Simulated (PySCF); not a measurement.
Frequency calculation, with input and output: TiOCl2

System: TiOCl2.
Method: RKS-based PBE0, Ti def2-TZVP, O def2-TZVP, Cl def2-TZVP; non-relativistic Hamiltonian; density fitting (PySCF 2.14.0).

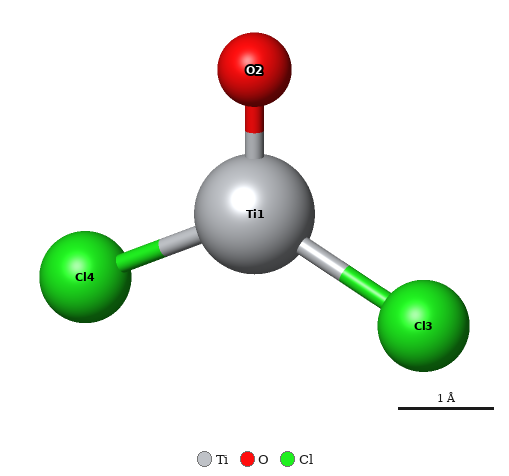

Fig. 1: The structure (ball-and-stick view, seen at an oblique angle; atoms are numbered from 1 in the order of the input). Sticks mark near contacts.

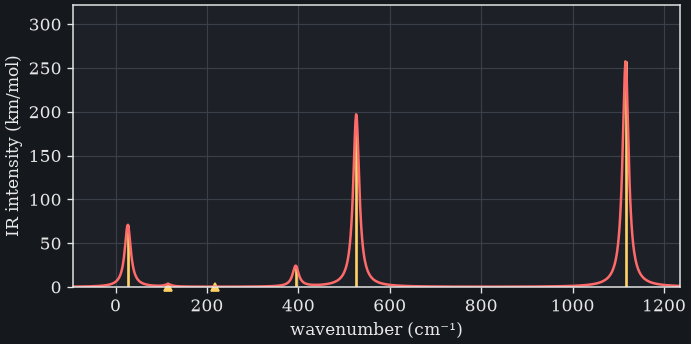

Fig. 2: Harmonic infrared spectrum, unscaled: sticks (degenerate modes added up, dark ones marked on the axis) with a Lorentzian envelope of 16 cm⁻¹ full width, scaled to the tallest stick. 6 modes from 27 to 1116 cm⁻¹, none imaginary. The strongest line is at 1116 cm⁻¹ (258 km/mol). All modes, in cm⁻¹ (km/mol): 27 (71), 115 (2.7), 218 (0.0), 394 (24), 527 (197), 1116 (258).

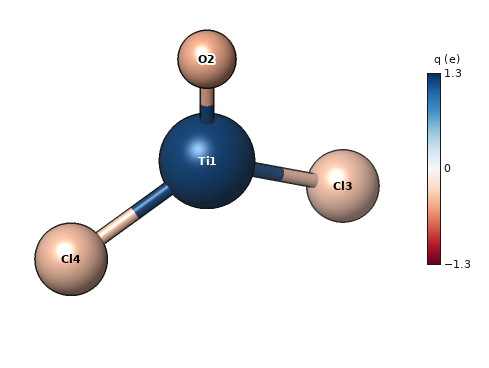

Fig. 3: Mulliken charges, as the colour of each atom (ball-and-stick view, seen at a tilt; atoms are numbered from 1 in the order of the input; Mulliken charges depend strongly on the basis). By element: Ti +1.24, O −0.46 and Cl −0.39 e.

The input that produced these results follows, with the program's output.

### The input
```python
from pyscf import gto, scf, dft
mol = gto.M(atom='''
Ti    -0.000000     0.000000    -0.313126
O     -0.000000     0.000000    -1.894365
Cl    -2.000608     0.000000     0.648390
Cl     2.000608     0.000000     0.648390''',
    basis={'Ti': 'def2-TZVP', 'O': 'def2-TZVP', 'Cl': 'def2-TZVP'},
    charge=0, spin=0)
mf = dft.RKS(mol, xc='PBE0')
mf.grids.atom_grid = (75, 302)
aux = {'Ti': 'def2-universal-JKFIT', 'O': 'def2-universal-JKFIT', 'Cl': 'def2-universal-JKFIT'}
mf = mf.density_fit(auxbasis=aux)
mf.conv_tol = 1e-09
mf.diis_space = 10
mf.max_cycle = 60
mf.verbose = 4
mf.kernel()
```

The script is an equivalent of the set-up of the self-consistent field. The run itself was carried out by a driver, which started from the orbitals of the step before it where there was one and computed the further properties.

Launched with:
```bash
OMP_NUM_THREADS=4 python axn.py task.json out
```

### Log
```
init E= -1844.74460510234
  HOMO = -0.34342371295437  LUMO = -0.145429922275319  gap/eV = 5.38769
cycle= 1 E= -1844.7446051023  delta_E= 3.46e-11  |g|= 1.32e-05  |ddm|= 1.34e-05
  HOMO = -0.343424128832224  LUMO = -0.1454260014415  gap/eV = 5.38780
cycle= 2 E= -1844.74460510219  delta_E= 1.19e-10  |g|= 2.57e-05  |ddm|= 2.59e-05
  HOMO = -0.343423839889406  LUMO = -0.145428769514525  gap/eV = 5.38772
cycle= 3 E= -1844.74460510235  delta_E= -1.65e-10  |g|= 4.02e-06  |ddm|= 1.73e-05
  HOMO = -0.343423852624281  LUMO = -0.145428621126259  gap/eV = 5.38772
cycle= 4 E= -1844.74460510235  delta_E= -2.27e-12  |g|= 5.98e-08  |ddm|= 1.5e-06
  HOMO = -0.343423851886787  LUMO = -0.145428628156067  gap/eV = 5.38772
Extra cycle  E= -1844.74460510235  delta_E= -1.82e-12  |g|= 8.6e-08  |ddm|= 8.35e-08
converged SCF energy = -1844.74460510235
```

### Results in brief

- outcome: converged
- total energy: −1844.744605 hartree
- HOMO: −9.35 eV
- LUMO: −3.96 eV
- zero-point energy: 0.005459 hartree
- dipole moment: 0.67 D
- wavenumbers, lowest and highest: 27 and 1116 cm⁻¹
- hardware: 4 threads of Arm Neoverse V1, 24 GiB of memory available, shared host
- wall time: 62 s (CPU time 3.2 min)
- peak memory: 1.5 GiB
